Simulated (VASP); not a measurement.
Band structure of Pd (space group P6_3/mmc). Method: LDA (Ceperley-Alder, Perdew-Zunger), VASP's LDA PAW potentials (set 64) (plane waves; VASP).

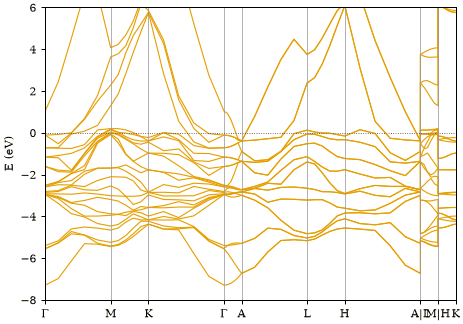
Bands along high-symmetry lines, zero at the valence-band maximum or, without a gap, the Fermi level

Q: Read the plot: is there a gap, and where are the band edges?

A: It has no gap at this level: it comes out as a metal or semimetal.

The structure was generated: Pd was put into an ordered model structure, which need not be its known phase. The cell was not relaxed at this level. VASP warned that the highest band is occupied, so more bands are needed.
